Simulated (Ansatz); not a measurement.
# Molecular dynamics of CH$_{8}$ClNOSi (part 5 of 5)

CH$_{8}$ClNOSi; RKS B3LYP-D4/def2-SVP (Ansatz 0.2.0). It belongs to a series of runs on one base structure; here: dynamics from the highest image of the converged band.

Geometry of the input (Å):
```
Si -0.5377  0.1143  1.1508
N  0.4027  -0.5054  -0.3313
C  0.3151  0.3441  -1.5389
H  -0.4344  1.5772  1.1385
H  -0.1010  -0.6916  2.3073
O  -2.1327  -0.2407  0.7942
H  1.4312  -0.3494  0.1212
Cl 2.4486  0.5763  1.2072
H  0.2030  -1.4875  -0.5396
H  0.8043  1.2976  -1.2955
H  -0.7311  0.5161  -1.8318
H  0.8586  -0.1245  -2.3713
H  -2.5265  -1.0265  1.1891
```

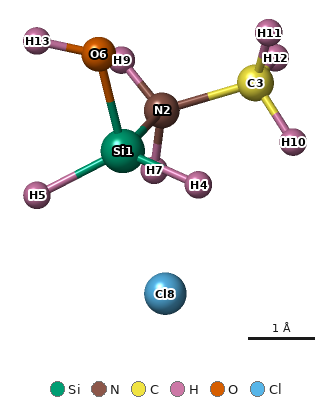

*The geometry at step 172 of the log (ball-and-stick view, seen at a tilt; atoms are numbered from 1 in the order of the input).*

Trajectory as extended XYZ, continued
```
13
Properties=species:S:1:pos:R:3:forces:R:3 step=141 time_fs=70.5 energy=-25097.87198 temperature=56.2
Si   -0.4240    0.1541    1.1452   -0.4745  -0.1086  -0.1574
N     0.3601   -0.5360   -0.4252    0.8535   0.3282   0.1150
C     0.3108    0.3488   -1.6070   -1.1051  -0.0101  -0.0434
H    -0.4376    1.6055    0.9395    0.0682   0.0648   0.1962
H    -0.0017   -0.6698    2.2966   -0.0724   0.0975  -0.0024
O    -2.0629   -0.2530    0.8548    0.3615  -0.6224   0.6034
H     1.3718   -0.5570   -0.0865   -0.0688   0.0876   0.1331
Cl    2.3456    0.5651    1.2604   -0.3194  -0.0318  -0.1277
H     0.0566   -1.4663   -0.6728   -0.3656  -0.5873  -0.0631
H     0.8182    1.2880   -1.3823   -0.0248   0.2024   0.2808
H    -0.7662    0.5026   -1.8775    0.7444   0.1157   0.0197
H     0.8469   -0.1174   -2.4265    0.1275  -0.2496  -0.4662
H    -2.3904   -1.0262    1.3663    0.2755   0.7135  -0.4879
13
Properties=species:S:1:pos:R:3:forces:R:3 step=145 time_fs=72.5 energy=-25097.87501 temperature=58.2
Si   -0.4200    0.1525    1.1441   -0.4400   0.5024  -0.2692
N     0.3620   -0.5344   -0.4237    0.2526  -1.0849  -0.3471
C     0.3083    0.3498   -1.6058   -0.8734   0.0290  -0.0791
H    -0.4250    1.6244    0.9398    0.0297  -0.3125   0.2328
H    -0.0106   -0.6570    2.2967   -0.0110  -0.0375   0.1460
O    -2.0588   -0.2522    0.8542    0.6151  -0.1050   0.2326
H     1.3699   -0.5788   -0.1025    0.0594   0.1042   0.2041
Cl    2.3405    0.5652    1.2608   -0.3130  -0.0365  -0.1184
H     0.0302   -1.4905   -0.6798    0.0854   0.7046   0.2725
H     0.8350    1.2836   -1.3811   -0.1547   0.1122   0.2490
H    -0.7716    0.5032   -1.8606    0.7534   0.1718  -0.0347
H     0.8428   -0.1183   -2.4312    0.0070  -0.2064  -0.3563
H    -2.3696   -1.0127    1.3676   -0.0103   0.1586  -0.1322
13
Properties=species:S:1:pos:R:3:forces:R:3 step=148 time_fs=74.0 energy=-25097.87256 temperature=56.7
Si   -0.4174    0.1517    1.1430   -0.3724   0.7693  -0.2787
N     0.3641   -0.5349   -0.4232   -0.0397  -1.4504  -0.4916
C     0.3046    0.3506   -1.6050    0.0640  -0.0613  -0.1853
H    -0.4148    1.6316    0.9457    0.0004  -0.4415   0.2279
H    -0.0177   -0.6480    2.3001    0.0183  -0.1068   0.2077
O    -2.0548   -0.2519    0.8543    0.8990   0.5880  -0.2742
H     1.3696   -0.5926   -0.1095    0.1218   0.1103   0.2186
Cl    2.3365    0.5653    1.2610   -0.3050  -0.0415  -0.1137
H     0.0114   -1.4946   -0.6790    0.2452   1.0087   0.3452
H     0.8440    1.2833   -1.3739   -0.2580  -0.0636   0.1626
H    -0.7573    0.5078   -1.8487    0.1771   0.2549  -0.1693
H     0.8401   -0.1242   -2.4438   -0.2093   0.0011  -0.0052
H    -2.3536   -0.9973    1.3645   -0.3414  -0.5672   0.3559
13
Properties=species:S:1:pos:R:3:forces:R:3 step=152 time_fs=76.0 energy=-25097.89637 temperature=73.2
Si   -0.4143    0.1516    1.1413   -0.1989   0.7339  -0.1082
N     0.3667   -0.5389   -0.4236    0.0601  -0.7248  -0.3258
C     0.3001    0.3514   -1.6045    1.2162  -0.2392  -0.1702
H    -0.4012    1.6270    0.9611   -0.0290  -0.3337   0.1716
H    -0.0266   -0.6395    2.3112    0.0202  -0.1097   0.1577
O    -2.0476   -0.2503    0.8538    0.7498   0.4370  -0.2487
H     1.3731   -0.6072   -0.1117    0.0679   0.1263   0.1771
Cl    2.3309    0.5653    1.2611   -0.2867  -0.0504  -0.1126
H    -0.0065   -1.4696   -0.6675    0.0429   0.2373   0.1246
H     0.8473    1.2804   -1.3593   -0.2644  -0.1770   0.0446
H    -0.7353    0.5229   -1.8390   -0.7101   0.3395  -0.3158
H     0.8290   -0.1314   -2.4598   -0.3567   0.2149   0.3254
H    -2.3433   -0.9949    1.3716   -0.3112  -0.4540   0.2804
13
Properties=species:S:1:pos:R:3:forces:R:3 step=155 time_fs=77.5 energy=-25097.91200 temperature=84.2
Si   -0.4122    0.1521    1.1398   -0.0300   0.4537   0.1306
N     0.3688   -0.5433   -0.4246    0.3659   0.2852  -0.0644
C     0.2990    0.3516   -1.6044    1.0908  -0.2635  -0.0630
H    -0.3917    1.6151    0.9770   -0.0413  -0.0730   0.1037
H    -0.0328   -0.6358    2.3237    0.0011  -0.0562   0.0362
O    -2.0410   -0.2484    0.8530    0.3155  -0.3320   0.2167
H     1.3774   -0.6150   -0.1089   -0.0334   0.1280   0.1161
Cl    2.3264    0.5653    1.2612   -0.2691  -0.0572  -0.1155
H    -0.0184   -1.4433   -0.6552   -0.3009  -0.7697  -0.1504
H     0.8434    1.2742   -1.3469   -0.1324  -0.0846  -0.0074
H    -0.7338    0.5423   -1.8392   -0.7097   0.2684  -0.2408
H     0.8123   -0.1320   -2.4646   -0.2561   0.2076   0.2766
H    -2.3434   -1.0045    1.3839   -0.0002   0.2935  -0.2385
13
Properties=species:S:1:pos:R:3:forces:R:3 step=159 time_fs=79.5 energy=-25097.91689 temperature=87.7
Si   -0.4094    0.1534    1.1381    0.1804  -0.0089   0.4568
N     0.3725   -0.5484   -0.4260    0.2517   0.5327   0.0062
C     0.3002    0.3511   -1.6045   -0.1997  -0.0300   0.1584
H    -0.3803    1.5981    1.0014   -0.0500   0.3371   0.0124
H    -0.0410   -0.6326    2.3408   -0.0264   0.0262  -0.1450
O    -2.0316   -0.2467    0.8525   -0.0315  -0.7501   0.4213
H     1.3820   -0.6213   -0.1014   -0.1076   0.0913   0.0317
Cl    2.3202    0.5653    1.2611   -0.2458  -0.0642  -0.1200
H    -0.0443   -1.4341   -0.6439   -0.2873  -0.9571  -0.2157
H     0.8345    1.2640   -1.3306    0.1257   0.1539  -0.0391
H    -0.7522    0.5762   -1.8463    0.1322  -0.0207   0.0675
H     0.7827   -0.1266   -2.4633    0.0798   0.0045  -0.1216
H    -2.3430   -1.0066    1.3918    0.1787   0.6853  -0.5129
13
Properties=species:S:1:pos:R:3:forces:R:3 step=162 time_fs=81.0 energy=-25097.91463 temperature=86.0
Si   -0.4072    0.1543    1.1372    0.2999  -0.1947   0.6164
N     0.3757   -0.5513   -0.4270   -0.3837  -0.2723  -0.1791
C     0.3009    0.3507   -1.6042   -0.9620   0.2293   0.3216
H    -0.3731    1.5927    1.0203   -0.0584   0.5030  -0.0364
H    -0.0478   -0.6297    2.3505   -0.0307   0.0557  -0.2290
O    -2.0246   -0.2464    0.8527    0.0525  -0.2909   0.0358
H     1.3829   -0.6237   -0.0948   -0.0777   0.0431  -0.0200
Cl    2.3154    0.5652    1.2610   -0.2312  -0.0677  -0.1210
H    -0.0706   -1.4502   -0.6406    0.2123  -0.0703  -0.0190
H     0.8304    1.2595   -1.3194    0.2515   0.2257  -0.0786
H    -0.7648    0.6018   -1.8507    0.6481  -0.2342   0.2662
H     0.7616   -0.1220   -2.4644    0.2957  -0.1343  -0.3868
H    -2.3390   -0.9924    1.3858   -0.0163   0.2077  -0.1701
13
Properties=species:S:1:pos:R:3:forces:R:3 step=166 time_fs=83.0 energy=-25097.88919 temperature=68.5
Si   -0.4038    0.1554    1.1368    0.4181  -0.0435   0.6776
N     0.3788   -0.5561   -0.4289   -1.0622  -0.9830  -0.3246
C     0.2993    0.3508   -1.6030   -0.8068   0.3892   0.2704
H    -0.3654    1.6017    1.0441   -0.0787   0.3661  -0.0724
H    -0.0578   -0.6241    2.3559    0.0016   0.0267  -0.2210
O    -2.0149   -0.2465    0.8528    0.2941   0.5689  -0.6577
H     1.3818   -0.6255   -0.0869   -0.0019  -0.0130  -0.0766
Cl    2.3088    0.5650    1.2607   -0.2165  -0.0725  -0.1184
H    -0.0971   -1.4715   -0.6364    0.7192   0.7818   0.1434
H     0.8330    1.2603   -1.3073    0.2380   0.0448  -0.1770
H    -0.7607    0.6279   -1.8476    0.5993  -0.3371   0.3341
H     0.7431   -0.1199   -2.4780    0.2920  -0.0632  -0.2455
H    -2.3356   -0.9699    1.3747   -0.3962  -0.6652   0.4677
13
Properties=species:S:1:pos:R:3:forces:R:3 step=169 time_fs=84.5 energy=-25097.90684 temperature=80.6
Si   -0.4009    0.1562    1.1370    0.4930   0.2849   0.6425
N     0.3794   -0.5612   -0.4308   -1.0440  -0.7109  -0.2429
C     0.2964    0.3516   -1.6016    0.0462   0.2691   0.0895
H    -0.3616    1.6178    1.0603   -0.0965   0.0704  -0.0906
H    -0.0653   -0.6192    2.3544    0.0530  -0.0384  -0.1309
O    -2.0073   -0.2459    0.8521    0.0839   0.3883  -0.5904
H     1.3807   -0.6271   -0.0827    0.0103  -0.0313  -0.1166
Cl    2.3037    0.5648    1.2604   -0.2079  -0.0763  -0.1139
H    -0.1003   -1.4704   -0.6301    0.6560   0.6209   0.0744
H     0.8410    1.2624   -1.3025    0.1483  -0.1722  -0.2397
H    -0.7428    0.6393   -1.8372    0.0318  -0.2429   0.2330
H     0.7366   -0.1200   -2.4945    0.1243   0.1196   0.1369
H    -2.3417   -0.9668    1.3759   -0.2985  -0.4811   0.3488
13
Properties=species:S:1:pos:R:3:forces:R:3 step=172 time_fs=86.0 energy=-25097.91147 temperature=83.7
Si   -0.3976    0.1571    1.1378    0.5549   0.6202   0.5763
N     0.3785   -0.5674   -0.4332   -0.5660   0.1916  -0.0233
C     0.2936    0.3529   -1.5999    0.9643   0.0207  -0.0231
H    -0.3599    1.6355    1.0745   -0.1081  -0.2332  -0.1100
H    -0.0716   -0.6152    2.3502    0.1124  -0.1172  -0.0055
O    -1.9997   -0.2448    0.8506   -0.4104  -0.3291  -0.1250
H     1.3798   -0.6294   -0.0811   -0.0243  -0.0312  -0.1506
Cl    2.2984    0.5646    1.2600   -0.2016  -0.0783  -0.1086
H    -0.0901   -1.4569   -0.6225    0.2207  -0.1757  -0.1321
H     0.8522    1.2610   -1.3028    0.0719  -0.2932  -0.2414
H    -0.7245    0.6457   -1.8218   -0.6643  -0.0650   0.0737
H     0.7327   -0.1176   -2.5082   -0.0343   0.2423   0.4398
H    -2.3536   -0.9730    1.3839    0.0849   0.2480  -0.1702
13
Properties=species:S:1:pos:R:3:forces:R:3 step=176 time_fs=88.0 energy=-25097.89224 temperature=70.7
Si   -0.3926    0.1592    1.1395    0.5940   0.8332   0.4956
N     0.3760   -0.5750   -0.4362    0.1211   1.2806   0.2409
C     0.2926    0.3547   -1.5978    1.1061  -0.1808  -0.0141
H    -0.3612    1.6507    1.0896   -0.1053  -0.4539  -0.1360
H    -0.0762   -0.6139    2.3448    0.1659  -0.1895   0.1251
O    -1.9903   -0.2440    0.8483   -0.7709  -0.7290   0.1321
H     1.3776   -0.6334   -0.0839   -0.0619  -0.0269  -0.1646
Cl    2.2912    0.5642    1.2594   -0.1981  -0.0723  -0.1011
H    -0.0710   -1.4484   -0.6175   -0.3475  -1.1388  -0.3738
H     0.8696    1.2498   -1.3107    0.0612  -0.1828  -0.1245
H    -0.7224    0.6523   -1.7991   -0.8263   0.0313  -0.0190
H     0.7264   -0.1068   -2.5122   -0.0873   0.1624   0.4114
H    -2.3661   -0.9720    1.3881    0.3489   0.6665  -0.4719
13
Properties=species:S:1:pos:R:3:forces:R:3 step=179 time_fs=89.5 energy=-25097.93237 temperature=98.4
Si   -0.3883    0.1615    1.1412    0.5863   0.7224   0.4810
N     0.3742   -0.5786   -0.4382    0.0384   0.9008   0.1828
C     0.2941    0.3556   -1.5962    0.2527  -0.1034   0.1082
H    -0.3648    1.6513    1.0977   -0.0885  -0.4177  -0.1509
H    -0.0755   -0.6176    2.3434    0.1671  -0.1846   0.1391
O    -1.9845   -0.2446    0.8468   -0.5702  -0.2688  -0.2010
H     1.3745   -0.6371   -0.0902   -0.0298  -0.0344  -0.1423
Cl    2.2857    0.5639    1.2589   -0.1990  -0.0584  -0.0943
H    -0.0636   -1.4671   -0.6224   -0.1948  -0.6850  -0.2962
H     0.8843    1.2366   -1.3201    0.1013   0.0424   0.0174
H    -0.7407    0.6576   -1.7822   -0.1939  -0.0711   0.0244
H     0.7196   -0.0945   -2.5050   -0.0049  -0.0620   0.0717
H    -2.3676   -0.9561    1.3806    0.1353   0.2198  -0.1399
13
Properties=species:S:1:pos:R:3:forces:R:3 step=183 time_fs=91.5 energy=-25097.92899 temperature=96.3
Si   -0.3819    0.1653    1.1441    0.5535   0.2283   0.5460
N     0.3717   -0.5816   -0.4404   -0.3982  -0.3648  -0.0772
C     0.2964    0.3567   -1.5937   -0.8510   0.1042   0.3384
H    -0.3725    1.6392    1.1033   -0.0520  -0.1198  -0.1624
H    -0.0693   -0.6282    2.3459    0.1201  -0.0936   0.0417
O    -1.9778   -0.2456    0.8442   -0.0569   0.6204  -0.8325
H     1.3698   -0.6432   -0.1030    0.0549  -0.0512  -0.0851
Cl    2.2781    0.5634    1.2581   -0.2046  -0.0305  -0.0847
H    -0.0581   -1.5099   -0.6377    0.3107   0.6489  -0.0114
H     0.9071    1.2212   -1.3315    0.0837   0.2494   0.1668
H    -0.7688    0.6620   -1.7589    0.6736  -0.1894   0.0486
H     0.7109   -0.0812   -2.4946    0.1055  -0.3540  -0.4067
H    -2.3669   -0.9309    1.3684   -0.3393  -0.6479   0.5184
13
Properties=species:S:1:pos:R:3:forces:R:3 step=186 time_fs=93.0 energy=-25097.92072 temperature=90.6
Si   -0.3765    0.1685    1.1467    0.5349  -0.2713   0.6263
N     0.3693   -0.5842   -0.4421   -0.3929  -0.7684  -0.1692
C     0.2967    0.3577   -1.5912   -0.8940   0.1461   0.3083
H    -0.3796    1.6266    1.1034   -0.0210   0.1937  -0.1657
H    -0.0615   -0.6387    2.3491    0.0689   0.0066  -0.0660
O    -1.9729   -0.2456    0.8410   -0.1111   0.4986  -0.7044
H     1.3673   -0.6490   -0.1150    0.0766  -0.0500  -0.0427
Cl    2.2723    0.5629    1.2574   -0.2107  -0.0074  -0.0774
H    -0.0477   -1.5293   -0.6502    0.3870   1.0728   0.1051
H     0.9263    1.2152   -1.3363   -0.0520   0.1900   0.1911
H    -0.7753    0.6609   -1.7402    0.8175  -0.1388  -0.0146
H     0.7065   -0.0792   -2.4956    0.0431  -0.3670  -0.4046
H    -2.3733   -0.9253    1.3700   -0.2464  -0.5050   0.4138
13
Properties=species:S:1:pos:R:3:forces:R:3 step=190 time_fs=95.0 energy=-25097.94557 temperature=107.7
Si   -0.3688    0.1723    1.1510    0.5058  -0.7739   0.6696
N     0.3652   -0.5894   -0.4448    0.1806  -0.1597  -0.0317
C     0.2949    0.3594   -1.5871    0.0883  -0.0789  -0.0352
H    -0.3897    1.6169    1.0981    0.0151   0.4727  -0.1588
H    -0.0490   -0.6522    2.3508    0.0068   0.1171  -0.1611
O    -1.9669   -0.2447    0.8355   -0.6139  -0.3584   0.0321
H     1.3664   -0.6584   -0.1322    0.0157  -0.0178   0.0003
Cl    2.2643    0.5624    1.2565   -0.2194   0.0209  -0.0659
H    -0.0225   -1.5221   -0.6639   -0.0312   0.4424   0.0128
H     0.9492    1.2126   -1.3366   -0.2967  -0.0539   0.1316
H    -0.7591    0.6557   -1.7164    0.2198   0.1197  -0.1715
H     0.7013   -0.0878   -2.5085   -0.1928  -0.1126   0.0640
H    -2.3876   -0.9309    1.3830    0.3219   0.3823  -0.2863
13
Properties=species:S:1:pos:R:3:forces:R:3 step=193 time_fs=96.5 energy=-25097.92915 temperature=96.4
Si   -0.3625    0.1745    1.1549    0.4435  -0.8377   0.5854
N     0.3624   -0.5937   -0.4469    0.7607   0.8043   0.1998
C     0.2935    0.3605   -1.5840    0.9550  -0.3601  -0.2551
H    -0.3970    1.6208    1.0901    0.0372   0.4288  -0.1371
H    -0.0393   -0.6597    2.3483   -0.0255   0.1498  -0.1562
O    -1.9632   -0.2445    0.8313   -0.6787  -0.5511   0.2619
H     1.3662   -0.6659   -0.1452   -0.0390   0.0097   0.0303
Cl    2.2582    0.5620    1.2557   -0.2266   0.0386  -0.0552
H    -0.0035   -1.5045   -0.6737   -0.5263  -0.5579  -0.1847
H     0.9597    1.2100   -1.3333   -0.3803  -0.1606   0.0767
H    -0.7402    0.6543   -1.7025   -0.4828   0.3533  -0.2778
H     0.6932   -0.0977   -2.5177   -0.3100   0.0879   0.3820
H    -2.3920   -0.9281    1.3876    0.4728   0.5953  -0.4699
13
Properties=species:S:1:pos:R:3:forces:R:3 step=197 time_fs=98.5 energy=-25097.93970 temperature=103.8
Si   -0.3536    0.1764    1.1606    0.2838  -0.5228   0.2973
N     0.3605   -0.5974   -0.4492    0.9012   1.0383   0.2494
C     0.2943    0.3609   -1.5806    0.9591  -0.5138  -0.3008
H    -0.4054    1.6389    1.0751    0.0648   0.0761  -0.0779
H    -0.0272   -0.6648    2.3402   -0.0451   0.1136  -0.0422
O    -1.9595   -0.2452    0.8261   -0.1007   0.1087  -0.1556
H     1.3648   -0.6757   -0.1614   -0.0232   0.0054   0.0740
Cl    2.2498    0.5615    1.2547   -0.2341   0.0589  -0.0363
H     0.0039   -1.5003   -0.6929   -0.6934  -0.8406  -0.1913
H     0.9615    1.2016   -1.3265   -0.2406  -0.0477   0.0442
H    -0.7314    0.6642   -1.6932   -0.6972   0.4098  -0.2748
H     0.6723   -0.1079   -2.5177   -0.2341   0.1578   0.3737
H    -2.3838   -0.9073    1.3803    0.0596  -0.0436   0.0402
13
Properties=species:S:1:pos:R:3:forces:R:3 step=200 time_fs=100.0 energy=-25097.96122 temperature=118.7
Si   -0.3467    0.1774    1.1652    0.1372  -0.1789   0.0067
N     0.3607   -0.5984   -0.4505    0.4206   0.1078  -0.0190
C     0.2968    0.3602   -1.5787   -0.0064  -0.3181  -0.1481
H    -0.4101    1.6552    1.0617    0.0851  -0.2335  -0.0180
H    -0.0192   -0.6657    2.3328   -0.0449   0.0458   0.0922
O    -1.9571   -0.2457    0.8221    0.4177   0.7008  -0.5671
H     1.3631   -0.6828   -0.1718    0.0472  -0.0340   0.0993
Cl    2.2433    0.5612    1.2538   -0.2351   0.0725  -0.0192
H    -0.0073   -1.5168   -0.7118   -0.3235   0.0641   0.1167
H     0.9565    1.1940   -1.3202   -0.0105   0.1562   0.0408
H    -0.7413    0.6817   -1.6930   -0.1262   0.1927  -0.1549
H     0.6508   -0.1119   -2.5084   -0.0285   0.0487   0.0418
H    -2.3751   -0.8912    1.3746   -0.3326  -0.6240   0.5289
```
